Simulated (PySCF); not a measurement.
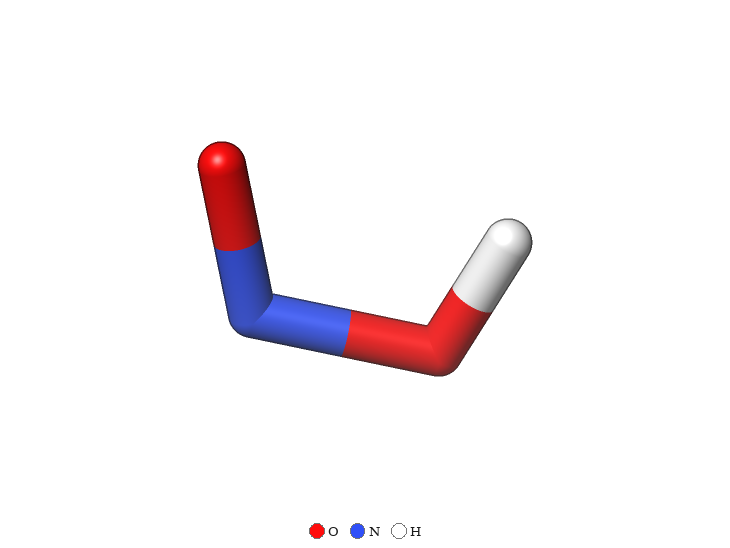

Rendered structure (stick style).

The computed structure is the end point of a PBE0-D3(BJ)/def2-SVP optimisation. No frequency run is at hand to confirm it as a minimum.

> Give the formula.

HNO₂, 4 atoms: 1 hydrogen, 1 nitrogen and 2 oxygen.

> Count the bonded pairs by element.

2 N–O, 1 O–H.

> How many sets of symmetry-equivalent atoms are there?

4: 1 O, 1 N, 1 O, 1 H.

The parts below concern this one geometry. Atoms keep their numbers from picture to picture.

Excitation

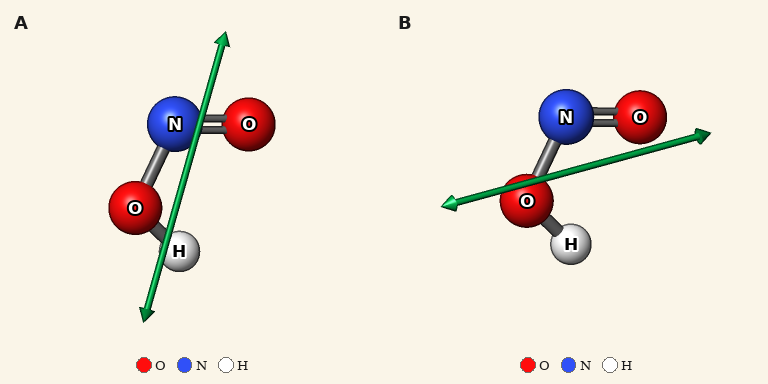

The double arrows show the directions of two transition dipoles from the ground state (lengths mean nothing). No frequency run is at hand to confirm it as a minimum. Method: TDDFT PBE0/def2-SVPD, vertical, gas phase, core orbitals frozen in the response (PySCF 2.14.0).

> One belongs to singlet state 3 and one to singlet state 4. Which is which?

A: state 4, 8.07 eV (154 nm), oscillator strength 0.15, mainly HOMO → LUMO+1 (weight 0.77); polarised in the molecular plane.
B: state 3, 7.18 eV (173 nm), oscillator strength 0.051, mainly HOMO−1 → LUMO (weight 0.74); polarised in the molecular plane.

Spin–spin coupling

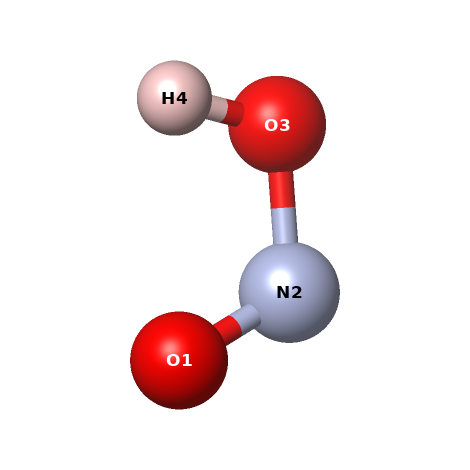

No frequency run is at hand to confirm it as a minimum. Level of theory: B3LYP/pcJ-1 indirect spin-spin coupling, non-relativistic, gas phase (PySCF 2.14.0). Isotopes: 1H, 15N, 17O.

Give the spin–spin coupling constants of these pairs, with the number of bonds between them: O1/N2, N2/O3, O3/H4, O1/O3, N2/H4, O1/H4.

```
  pair  bonds apart  J (Hz)
O1, N2            1   −53.8
N2, O3            1   −46.4
O3, H4            1   −49.6
O1, O3            2   −17.7
N2, H4            2    −2.6
O1, H4            3     3.5
```

Charges

The questions are on ESP-fitted charges. No frequency run is at hand to confirm it as a minimum. Properties computed with PBE0/pcSseg-1, gas phase (PySCF 2.14.0).

> Which atom carries the highest charge (most positive or least negative)?

H4 (0.40 e).

> And the lowest?

O3 (−0.36 e).

List the ESP-fitted charges.

| atom | value (e) |
| --- | --- |
| O1 | −0.18 |
| N2 | 0.13 |
| O3 | −0.36 |
| H4 | 0.40 |

Quadrupole coupling

No frequency run is at hand to confirm it as a minimum. Electric field gradients from the ground-state density, B3LYP/pcJ-1 (PySCF 2.14.0), non-relativistic apart from any core potentials.

Give the largest field-gradient component, the quadrupole coupling constant and the asymmetry for 17O at O1 (Q = −25.6 mb), 14N at N2 (Q = 20.44 mb), 17O at O3 (Q = −25.6 mb).

```tsv
atom	V_zz (a.u.)	e²qQ/h (MHz)	η
O1	−2.326	13.99	0.07
N2	−1.439	−6.91	0.21
O3	1.899	−11.42	0.39
```
